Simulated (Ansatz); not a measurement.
# One shape, several levels: triplet CH6GeSi

Wanted: a comparison of 6 runs (UHF/STO-3G, UHF/3-21G, UB2PLYP/cc-pVDZ, UHSE06/cc-pVDZ, UPBE0/cc-pVDZ, USVWN5/cc-pVDZ) of triplet CH6GeSi. 

Program for the calculation: Ansatz 0.2.0.

65 further runs of the same task are left out: 65 set aside as unsound or not needed.

## 1. Starting point

The species is CH6GeSi (9 atoms), meant as a triplet with charge 0. As SMILES of the parent species, `[CH2]1[SiH2][GeH2]1`. Geometry: relaxed at PBE0-D4/def2-TZVP. That shape belongs to the parent species and isn't relaxed for this state.

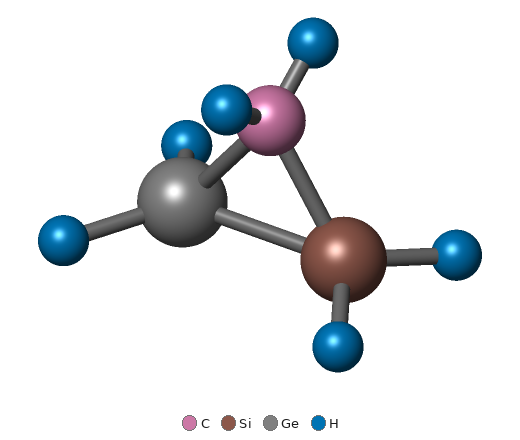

Viewed from a chosen angle; carbon pink, silicon brown, germanium grey, hydrogen blue.

## 2. The energy at UHF/STO-3G (run 1)

job.yaml

```yaml
basis:
  gaussian: {orbitals: STO-3G}
crystal:
  periodic: [false, false, false]
  atoms:
    - symbol: C
      position_ang: [-0.726700, 0.082100, -0.693700]
    - symbol: Si
      position_ang: [0.887500, 0.879500, -0.151400]
    - symbol: Ge
      position_ang: [-0.040700, -0.948100, 0.885700]
    - symbol: H
      position_ang: [-1.647500, 0.636600, -0.532900]
    - symbol: H
      position_ang: [-0.737600, -0.453300, -1.639500]
    - symbol: H
      position_ang: [0.802100, 2.227300, 0.458900]
    - symbol: H
      position_ang: [2.050400, 0.731400, -1.058000]
    - symbol: H
      position_ang: [0.399400, -2.377500, 0.568600]
    - symbol: H
      position_ang: [-0.898400, -0.824300, 2.145300]
hamiltonian: {xc: hf}
accuracy: high
magnetization: {spin_polarized: true, initial_magnetization: 2}
output: {orbitals: {seedname: orbitals}}
```

The run is started by

```
$ ansatz run job.yaml --threads 1 --pin off --max-ram 3480MiB --events-out events.jsonl --progress --plain --runs-dir runs
```

Log:

```text
Warning: RAYON_NUM_THREADS=1 ignored (pool sized by the plan → 1); use --threads N
Functional definition: HF
  name "HF"
  exchange = exact_x
  correlation = 0
686 factors; integrals over basis functions are off by at most 3.6e-9 eV
mean field evaluation 1: about -64707.6752 eV, gradient 8.6e0 eV
mean field evaluation 2: about -64707.7601 eV, gradient 8.5e0 eV
mean field evaluation 4: about -64708.9308 eV, gradient 1.2e0 eV
mean field evaluation 8: about -64708.9753 eV, gradient 1.1e-3 eV
mean field -64708.97422544 eV, -2378.0109414669 hartree, gradient 2.1e-8 eV, S^2 2.005286; 0 other end points of the search recorded, 0 dependent functions left out
reference -64708.97422544 eV, -2378.0109414669 hartree; 30, 28 occupied and 8, 10 virtual orbitals, 686 factors
Total energy: -64708.97422544 eV, -2378.0109414669 hartree
```

Run time: 0.58 s. Hardware: 1 thread of Arm Neoverse V2, shared host; peak memory 0.1 GiB.

## 3. The energy at UHF/3-21G (run 2)

molecule.yaml

```yaml
crystal:
  periodic: [false, false, false]
  atoms:
    - symbol: C
      position_ang: [-0.726700, 0.082100, -0.693700]
    - symbol: Si
      position_ang: [0.887500, 0.879500, -0.151400]
    - symbol: Ge
      position_ang: [-0.040700, -0.948100, 0.885700]
    - symbol: H
      position_ang: [-1.647500, 0.636600, -0.532900]
    - symbol: H
      position_ang: [-0.737600, -0.453300, -1.639500]
    - symbol: H
      position_ang: [0.802100, 2.227300, 0.458900]
    - symbol: H
      position_ang: [2.050400, 0.731400, -1.058000]
    - symbol: H
      position_ang: [0.399400, -2.377500, 0.568600]
    - symbol: H
      position_ang: [-0.898400, -0.824300, 2.145300]
basis:
  gaussian:
    orbitals: 3-21G-spherical.json
magnetization:
  spin_polarized: true
  initial_magnetization: 2
hamiltonian:
  xc: hf
accuracy: high
output:
  orbitals: {seedname: orbitals}
```

The basis set 3-21G is read from a file made from the Basis Set Exchange's data (not shown).

The run is started by

```
$ ansatz run molecule.yaml --threads 1 --pin off --max-ram 3480MiB --events-out events.jsonl --progress --plain --runs-dir runs
```

Log:

```text
Warning: RAYON_NUM_THREADS=1 ignored (pool sized by the plan → 1); use --threads N
[... 4 set-up lines as earlier in the session ...]
1190 factors; integrals over basis functions are off by at most 5.1e-9 eV
mean field evaluation 1: about -65133.1069 eV, gradient 1.2e1 eV
mean field evaluation 2: about -65133.4585 eV, gradient 1.2e1 eV
mean field evaluation 4: about -65134.6997 eV, gradient 1.9e0 eV
mean field evaluation 8: about -65134.7510 eV, gradient 2.9e-1 eV
mean field evaluation 16: about -65134.7557 eV, gradient 4.3e-6 eV
mean field -65134.75566939 eV, -2393.6581209268 hartree, gradient 2.3e-8 eV, S^2 2.009108; 0 other end points of the search recorded, 0 dependent functions left out
reference -65134.75566939 eV, -2393.6581209268 hartree; 30, 28 occupied and 26, 28 virtual orbitals, 1190 factors
Total energy: -65134.75566939 eV, -2393.6581209268 hartree
```

Wall time 1.3 s (1 thread of Arm Neoverse V2, shared host); peak memory 0.17 GiB.

Runs 3 to 5 aren't shown in full; the table further down has their settings and results.

## 4. The energy at USVWN5/cc-pVDZ (run 6)

molecule.yaml

```yaml
crystal:
  periodic: [false, false, false]
  atoms:
    - {symbol: C, position_ang: [-0.726700, 0.082100, -0.693700]}
    - {symbol: Si, position_ang: [0.887500, 0.879500, -0.151400]}
    - {symbol: Ge, position_ang: [-0.040700, -0.948100, 0.885700]}
    - {symbol: H, position_ang: [-1.647500, 0.636600, -0.532900]}
    - {symbol: H, position_ang: [-0.737600, -0.453300, -1.639500]}
    - {symbol: H, position_ang: [0.802100, 2.227300, 0.458900]}
    - {symbol: H, position_ang: [2.050400, 0.731400, -1.058000]}
    - {symbol: H, position_ang: [0.399400, -2.377500, 0.568600]}
    - {symbol: H, position_ang: [-0.898400, -0.824300, 2.145300]}
basis:
  gaussian: {orbitals: cc-pVDZ}
magnetization: {spin_polarized: true, initial_magnetization: 2}
hamiltonian: {xc: {name: SVWN5}}
accuracy: high
output: {orbitals: {seedname: orbitals}}
```

The run is started by

```
$ ansatz run molecule.yaml --threads 1 --pin off --max-ram 3480MiB --events-out events.jsonl --progress --plain --runs-dir runs
```

Log:

```text
Warning: RAYON_NUM_THREADS=1 ignored (pool sized by the plan → 1); use --threads N
Functional definition: SVWN5
  name "SVWN5"
  exchange = slater_x
  correlation = vwn5_c
2079 factors; integrals over basis functions are off by at most 4.8e-9 eV
mean field evaluation 1: about -65387.5879 eV, gradient 4.0e1 eV
mean field evaluation 2: about -65358.3212 eV, gradient 7.0e1 eV
mean field evaluation 4: about -65395.4517 eV, gradient 6.4e0 eV
mean field evaluation 8: about -65395.8413 eV, gradient 2.6e-1 eV
mean field evaluation 16: about -65395.8418 eV, gradient 2.5e-5 eV
mean field evaluation 32: about -65394.5071 eV, gradient 2.8e0 eV
mean field -65395.84178083 eV, -2403.2528585520 hartree, gradient 5.7e-8 eV, S^2 2.001810; 4 other end points of the search recorded, 0 dependent functions left out
reference -65395.84178425 eV, -2403.2528586776 hartree; 30, 28 occupied and 59, 61 virtual orbitals, 2079 factors
Total energy: -65395.84178425 eV, -2403.2528586776 hartree
```

Run time: 8.7 s. Hardware: 1 thread of Arm Neoverse V2, shared host; peak memory 0.3 GiB.

## 5. All runs side by side

```tsv
run	level	frozen core orbitals	energy (Eh)	HOMO energy (eV)	⟨S²⟩	wall time
1	UHF/STO-3G	–	-2378.010941	-0.94	2.005	0.58 s
2	UHF/3-21G	–	-2393.658121	-4.42	2.009	1.3 s
3	UB2PLYP/cc-pVDZ	15	-2407.366913	-3.08	2.006	26 s
4	UHSE06/cc-pVDZ	–	-2407.528580	-2.15	2.005	26 s
5	UPBE0/cc-pVDZ	–	-2407.537302	-2.52	2.005	20 s
6	USVWN5/cc-pVDZ	–	-2403.252859	-1.76	2.002	8.7 s
```

## 6. Outcome

| quantity | value |
| --- | --- |
| run 6: total energy | -2403.25286 Eh |
| run 6: HOMO energy (highest over α and β) | -1.76 eV |
| run 6: ⟨S²⟩ | 2.002 |

**Reading.** Totals of different functionals can't be ranked against each other. In run 1 the basis is minimal, so the values are rough. All runs together took 82 s, the longest 26 s.
